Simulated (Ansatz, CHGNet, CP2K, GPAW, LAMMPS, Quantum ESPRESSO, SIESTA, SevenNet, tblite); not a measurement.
**Glassy 40SiO2-28Al2O3-16Li2O-16SrO (mol %) (85 atoms): one structure in several programs**

Aim: run glassy 40SiO2-28Al2O3-16Li2O-16SrO (mol %) (85 atoms) in several programs and set results and cost side by side. A plane-wave run serves as the reference.

Main program and level: Quantum ESPRESSO 7.5; Kohn-Sham DFT, PBE, SSSP efficiency 1.3.0 pseudopotentials, plane waves.

## 1. The starting structure

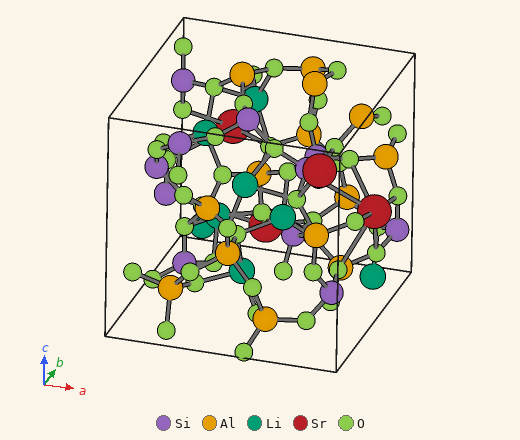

Start, viewed slightly off an axis; silicon purple, aluminium orange, lithium teal, strontium red, oxygen green. Some periodic images of atoms are drawn too.

The cell holds 85 atoms: 10 Si, 14 Al, 8 Li, 4 Sr and 49 O. Cell: a = 10.152 Å, b = 10.152 Å, c = 10.152 Å, α = 90.0°, β = 90.0°, γ = 90.0°. 85 atoms (10 Si, 14 Al, 8 Li, 4 Sr, 49 O) placed at random at 2.93 g/cm³, melted at 4000 K for 10 ps at fixed volume with the Morse and Coulomb pair potential with partial charges (Pedone, Malavasi, Menziani, Cormack and Segre, J. Phys. Chem. B 110, 11780 (2006)). Quenched from 4000 K to 300 K at 6 K/ps and fixed volume, held 5 ps, then minimised at fixed cell.

## 2. The reference run

Contents of pw.in:

```
&control
  calculation = 'scf'
  pseudo_dir = './pseudo'
  outdir = './tmp'
  disk_io = 'none'
  tprnfor = .true.
  tstress = .true.
/
&system
  ibrav = 0
  nat = 85
  ntyp = 5
  ecutwfc = 60
  ecutrho = 480
  nosym = .true.
  occupations = 'smearing'
  smearing = 'fd'
  degauss = 0.003675
/
&electrons
  conv_thr = 4.3e-07
  electron_maxstep = 100
  mixing_beta = 0.4
  mixing_mode = 'plain'
  diagonalization = 'david'
/
ATOMIC_SPECIES
Si 28.085 Si.upf
Al 26.982 Al.upf
Li 6.940 Li.upf
Sr 87.620 Sr.upf
O 15.999 O.upf
CELL_PARAMETERS angstrom
10.15170 0.00000 0.00000
0.00000 10.15170 0.00000
0.00000 0.00000 10.15170
ATOMIC_POSITIONS crystal
Si 0.75706 0.32435 0.74161
Si 0.11876 0.28916 0.66301
Si 0.19136 0.46030 0.15665
Si 0.27031 0.12093 0.87191
Si 0.90786 0.20996 0.25280
Si 0.08655 0.73274 0.84905
Si 0.99995 0.79697 0.28788
Si 0.71011 0.59982 0.66480
Si 0.49346 0.33996 0.91758
Si 0.59145 0.67399 0.25477
Al 0.94300 0.46752 0.94742
Al 0.30347 0.40753 0.44956
[... 69 atom lines left out ...]
O 0.58559 0.60582 0.57239
O 0.58975 0.03352 0.00993
O 0.23810 0.28644 0.55357
O 0.30367 0.99861 0.78829
K_POINTS gamma
```

Command:

```console
> OMP_NUM_THREADS=1 mpirun -np 4 pw.x -in pw.in > output.txt
```

Numbers of over 12 decimals in the logs are rounded to 6 here.

The program printed:

```text
Program PWSCF
     gamma-point specific algorithms are used
     one sub-group per band group will be used
     scalapack distributed-memory algorithm (size of sub-group:  2*  2 procs)
     Parallelization info
     sticks:   dense  smooth     PW     G-vecs:    dense   smooth      PW
     Min        3511    1756    437               313520   110796   13863
     Max        3516    1760    440               313524   110800   13868
     Sum       14053    7033   1757              1254089   443191   55467
     bravais-lattice index     =            0
     lattice parameter (alat)  =      19.1839  a.u.
     unit-cell volume          =    7060.1337 (a.u.)^3
     number of atoms/cell      =           85
     number of atomic types    =            5
     number of electrons       =       440.00
[... lines left out ...]
     scf convergence threshold =      4.3E-07
[... lines left out ...]
     number of k points=     1  Fermi-Dirac smearing, width (Ry)=  0.0037
[... lines left out ...]
     total energy              =   -3110.59150947 Ry
[... lines left out ...]
     total energy              =   -3115.10978947 Ry
[... lines left out ...]
     total energy              =   -3115.16008922 Ry
[... lines left out ...]
     total energy              =   -3115.20764593 Ry
[... lines left out ...]
     total energy              =   -3115.20764720 Ry
[... lines left out ...]
   -29.8329 -29.5811 -29.4056 -29.1806 -15.5577 -15.1231 -14.7941 -14.7470
   -14.6160 -14.4406 -14.3884 -14.3326 -14.1920 -14.0560 -13.8812 -13.8719
[...]
11.6765  11.7099  11.8020  11.9245  12.0073  12.1506  12.2324  12.2412
    12.3203  12.3617  12.4311  12.4809  12.6115  12.7014  12.7300  12.7782
     the Fermi energy is     6.5646 ev
!    total energy              =   -3115.20764771 Ry
     estimated scf accuracy    <       0.00000017 Ry
     smearing contrib. (-TS)   =      -0.00000000 Ry
     internal energy E=F+TS    =   -3115.20764771 Ry
     The total energy is F=E-TS. E is the sum of the following terms:
     one-electron contribution =    -854.57591656 Ry
     hartree contribution      =     663.71330902 Ry
     xc contribution           =    -573.37656194 Ry
     ewald contribution        =   -1399.93143958 Ry
     one-center paw contrib.   =    -951.03703864 Ry
     convergence has been achieved in  11 iterations
     negative rho (up, down):  2.640E-01 0.000E+00
     Forces acting on atoms (cartesian axes, Ry/au):
     atom    1 type  1   force =     0.00452573    0.04397501    0.03493745
     atom    2 type  1   force =     0.03094440   -0.01053565   -0.02899501
     atom    3 type  1   force =     0.00290347   -0.02559226    0.01496504
[...]
atom   84 type  5   force =     0.03039755   -0.03802234   -0.01346167
     atom   85 type  5   force =     0.02376869   -0.09407308   -0.06837526
     Total force =     0.470952     Total SCF correction =     0.001081
     Computing stress (Cartesian axis) and pressure
     negative rho (up, down):  2.640E-01 0.000E+00
          total   stress  (Ry/bohr**3)                   (kbar)     P=       46.18
   0.00026110  -0.00004435   0.00000117           38.41       -6.52        0.17
  -0.00004435   0.00035394   0.00006286           -6.52       52.07        9.25
   0.00000117   0.00006286   0.00032674            0.17        9.25       48.07
     Message from routine punch:
     Nothing written, as per user request (disk_io='none')
```

It took 2.4 min on 4 MPI ranks of Arm Neoverse V2, shared host; peak memory 3.1 GiB; 9.5 min of CPU time.

Banners, paths, timers and routine set-up lines are dropped from the logs unmarked, and long logs keep their key lines alone; longer cuts are marked.

Numbers from this run:

| Item | Value |
| --- | --- |
| r.m.s. force component | 0.7583 eV/Å |
| longest force | 3.052 eV/Å |
| pressure | 4.618 GPa |
| gap (highest filled to lowest empty level) | 3.671 eV |

## 3. The ladder

The programs:
- CHGNet: machine-learned potential, published weights.
- CP2K 2026.2: Gaussian basis with GTH pseudopotentials and a plane-wave density; labels give functional, basis (MOLOPT sets; SR short-range, UZH the newer set with its own potentials), grid cutoff/relative cutoff and solver (OT: orbital transformation; TRS4, TC2, SIGN: linear-scaling purification with its sparsity filter), or its built-in tight binding.
- GPAW 26.7.0: PAW with atomic orbitals (LCAO), plane waves or a real-space grid of spacing h.
- SIESTA 5.4.2: numerical atomic orbitals, whose automatically made sets are far from complete, with PseudoDojo norm-conserving potentials that we converted to its format (checked against plane waves on the same files for H, C, O, Si, Ge and Ca alone); labels give functional, basis size, energy shift and mesh cutoff.
- SevenNet: machine-learned potential, published weights.
- tblite 0.8.0: extended tight binding, driven from Python.

All use the same cell and atoms; the electronic-structure runs use the same k-mesh, and an electronic temperature of 580 K (0.05 eV) where levels are smeared.

Differences are against the plane-wave reference, forces as r.m.s. over components; share is that over the reference's r.m.s. force, slope the least-squares factor from reference forces to these. Total energies of different programs have different zeros and aren't compared.

```csv
run,"Δ force, r.m.s. (meV/Å)",share (%),slope,Δ pressure (GPa),Δ gap (eV),cores,CPU time,memory (GiB)
reference,-,-,-,-,-,4,9.5 min,3.1
CHGNet r2SCAN potential,276,36.4,0.668,-4.67,-,1,3.4 s,1.3
"CP2K PBE+D3(BJ), DZVP-MOLOPT-SR, 600/50 Ry, diagonalisation",83.5,11.0,0.978,-2.60,-0.0876,4,4.8 min,4
"CP2K PBE, DZVP-MOLOPT-SR, 300/50 Ry, diagonalisation (coarse)",124,16.3,0.979,-0.108,-0.0891,2,3.2 min,1.2
"CP2K PBE, DZVP-MOLOPT-SR, 600/50 Ry, TRS4 filter 1e-03, SCF 1e-04 (coarse)",206,27.1,0.923,-0.0364,-,4,99 s,2.6
"CP2K PBE, DZVP-MOLOPT-SR, 600/50 Ry, TRS4 filter 1e-07, SCF 1e-07",79.8,10.5,0.980,-0.295,-,4,2.9 min,2.6
"CP2K PBE, DZVP-MOLOPT-SR, 600/50 Ry, diagonalisation",82.5,10.9,0.978,-0.288,-0.0876,4,4.8 min,3.9
"CP2K PBE, SZV-MOLOPT-SR, 600/50 Ry, diagonalisation (coarse)",959,127,1.940,16.7,-1.44,1,2.6 min,2.4
"GPAW PBE, LCAO dzp, h 0.18 Å",270,35.5,1.304,-,-0.103,1,3.6 min,1.7
"GPAW PBE, LCAO sz(dzp), h 0.18 Å (coarse)",1003,132,1.984,-,-0.766,1,67 s,1.3
"GPAW PBE, LCAO szp(dzp), h 0.18 Å (coarse)",306,40.4,1.329,-,-0.109,1,2.7 min,1.6
"SIESTA PBE, DZ, shift 0.01 Ry, mesh 500 Ry (coarse)",816,108,1.824,10.1,-0.378,2,2.5 min,1.5
"SIESTA PBE, DZP, shift 0.01 Ry, mesh 500 Ry",277,36.5,1.278,4.06,-0.187,2,7.1 min,2.5
"SIESTA PBE, SZP, shift 0.01 Ry, mesh 500 Ry (coarse)",501,66.1,1.528,6.96,-0.161,2,5.4 min,2.2
SevenNet 0 potential,58.5,7.71,0.971,-0.170,-,1,6.7 s,0.97
SevenNet l3i5 potential,52.1,6.88,0.966,-0.299,-,1,8.8 s,1.6
tblite IPEA1-xTB,407,53.7,0.809,-4.78,-,1,6.1 s,0.13
```

Rows marked coarse were listed beforehand as settings not expected to be converged; some can still land near the reference.

Times of the machine-learned potentials are mostly Python's start and the loading of weights.

CPU time is summed over cores on a shared host, where runs went side by side, so it is rough. Symmetry, cutoffs, thresholds, outputs and thread counts weren't matched or tuned between programs; memory under MPI is the largest rank's times the ranks.

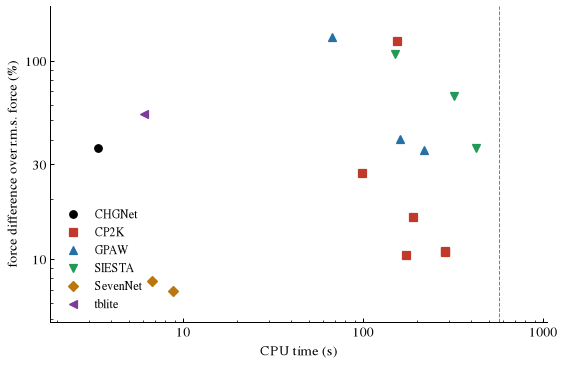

Force difference against CPU time; the dashed line marks the reference's time.

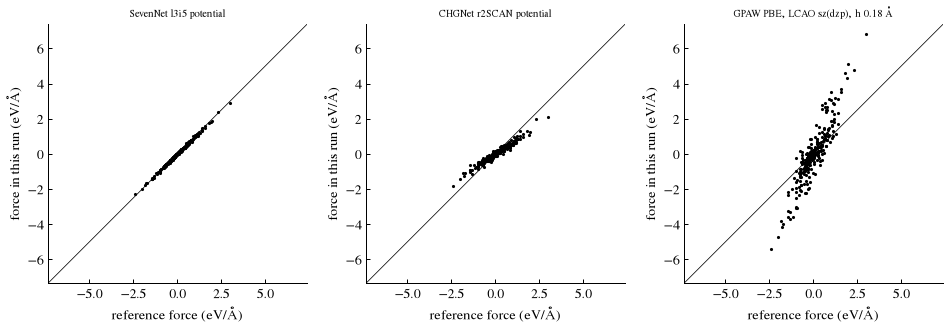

Force components against those of the reference; the line marks equality.

Runs without a result: CP2K GFN1-xTB, diagonalisation (not converged, the SCF not settling); tblite GFN2-xTB (not converged, the SCF not settling); CP2K HSE06 with ADMM, PBE0 potentials, DZVP-UZH, 600/50 Ry, OT DIIS (cut off at its time limit of 51 min).

Mean charges by element (e), by run and scheme:

```csv
run,scheme,Si,Al,Li,Sr,O
"CP2K PBE+D3(BJ), DZVP-MOLOPT-SR, 600/50 Ry, diagonalisation",Mulliken,+0.67,+1.10,+0.68,+1.18,-0.66
"CP2K PBE, DZVP-MOLOPT-SR, 600/50 Ry, TRS4 filter 1e-07, SCF 1e-07",Mulliken,+0.67,+1.10,+0.68,+1.18,-0.66
"CP2K PBE, DZVP-MOLOPT-SR, 600/50 Ry, diagonalisation",Mulliken,+0.67,+1.10,+0.68,+1.18,-0.66
"SIESTA PBE, DZP, shift 0.01 Ry, mesh 500 Ry",Hirshfeld,+0.40,+0.38,+0.12,+0.61,-0.26
tblite IPEA1-xTB,Mulliken,+0.36,+0.32,+0.51,+0.78,-0.31
```

Within one program, basis, potentials and functional, energies share a zero. Each run against its twin at the usual cutoff or grid and solver:

```csv
run,twin,Δ energy (meV/atom),"Δ force, r.m.s. (meV/Å)",CPU time over the twin's
"CP2K PBE, DZVP-MOLOPT-SR, 300/50 Ry, diagonalisation","DZVP-MOLOPT-SR, 600/50 Ry, diagonalisation",-3.18,104,0.66 (this twin ran on 4 cores)
"CP2K PBE, DZVP-MOLOPT-SR, 600/50 Ry, TRS4 filter 1e-03, SCF 1e-04","DZVP-MOLOPT-SR, 600/50 Ry, diagonalisation",30.9,152,0.34
"CP2K PBE, DZVP-MOLOPT-SR, 600/50 Ry, TRS4 filter 1e-07, SCF 1e-07","DZVP-MOLOPT-SR, 600/50 Ry, diagonalisation",0.0093,7.00,0.61
```

## 4. Results

| Property | Result |
| --- | --- |
| reference r.m.s. force component | 0.758 eV/Å |
| nearest in forces | SevenNet l3i5 potential, 6.9 % |
| farthest in forces | GPAW PBE, LCAO sz(dzp), h 0.18 Å (coarse), 132 % |
| cheapest electronic-structure run beside the reference | tblite IPEA1-xTB, 6.1 s of CPU time |

What this shows: The PBE runs in local orbitals, coarse settings apart, differ by 11 % (CP2K PBE, DZVP-MOLOPT-SR, 600/50 Ry, TRS4 filter 1e-07, SCF 1e-07) to 37 % (SIESTA PBE, DZP, shift 0.01 Ry, mesh 500 Ry); basis, grid and potentials can all enter. Tight binding differs by 54 % (tblite IPEA1-xTB); it is another model, with fitted parameters of its own, and the xTB methods hold dispersion. Machine-learned potentials differ by 6.9 % (SevenNet l3i5 potential) to 36 % (CHGNet r2SCAN potential); they were trained on other programs' data, some at another functional. Rows with another functional or a dispersion term differ by 11 % (CP2K PBE+D3(BJ), DZVP-MOLOPT-SR, 600/50 Ry, diagonalisation), which mixes the change of model with differences of basis and potentials. IPEA1-xTB was fitted to ionisation energies and electron affinities, not to forces or charges. Runs with settings chosen to be coarse differ by 16 % (CP2K PBE, DZVP-MOLOPT-SR, 300/50 Ry, diagonalisation) to 132 % (GPAW PBE, LCAO sz(dzp), h 0.18 Å), their programs' other errors included. Of the electronic-structure runs that take under half the reference's CPU time, CP2K PBE, DZVP-MOLOPT-SR, 600/50 Ry, TRS4 filter 1e-07, SCF 1e-07 comes nearest, at 11 % in 2.9 min against 9.5 min. SIESTA PBE, SZP, shift 0.01 Ry, mesh 500 Ry stiffens the forces by a factor of 1.53 while following their directions (correlation 0.968); the slopes of the 3 SIESTA runs lie between 1.28 and 1.82; the difference isn't even, but is largest on one element. At the same functional, gaps differ from the reference's 3.67 eV by between -1.44 and -0.09 eV. In pressure, CP2K PBE, SZV-MOLOPT-SR, 600/50 Ry, diagonalisation misses by +16.7 GPa, at the same functional. Charges hang on model, scheme and program or settings: among these rows the mean for Al runs from +0.32 to +1.10 e. With TRS4, tightening the sparsity filter from 1e-03 to 1e-07, and the SCF threshold with it, takes the force difference from the cubic solver from 152 to 7.0 meV/Å, and the CPU time from 0.34 to 0.61 times the cubic solver's. In the reference: filled and empty levels are parted by 3.67 eV (on the run's k-points); a semilocal functional tends to put such gaps too low. In a disordered cell it changes from sample to sample, and tail or defect levels can set it. Periodic xTB results under one method name differ between programs and library versions. The potentials hold different valence shells: 440 electrons in the reference, 424 in GPAW; this bears on time and differences. The reference's pressure holds the uncorrected Pulay stress of its 60 Ry basis, so small pressure differences, and their order, may be the reference's own error. Machine-learned potentials mimic data converged in k, so the reference's own k-point error enters their differences. The quench rate of 6 K/ps is many orders above laboratory rates, so the cell is likely richer in defects and strain than a real sample. The network of bonds at the start is that of the classical potential that made the cell, and needn't be the one that DFT or experiment would give. The reference's pressure of 4.6 GPa belongs to a cell and atoms that aren't relaxed at this level. The electronic-structure runs sample only Γ, in a cell whose shortest periodic width is 10 Å.

[Also dropped from logs without a mark: logging warnings of Python, and SIESTA's first energy breakdown and zero terms.]

[Logs are printed without paths, hosts, clocks, repeated set-up lines and the standing remarks that a program may print on its own settings, such as how far it seeks lower states.]

[Hosts, paths, dates, database ids (printed as entryN), source tags and the programs' standing remarks are cut or masked in the printed files.]
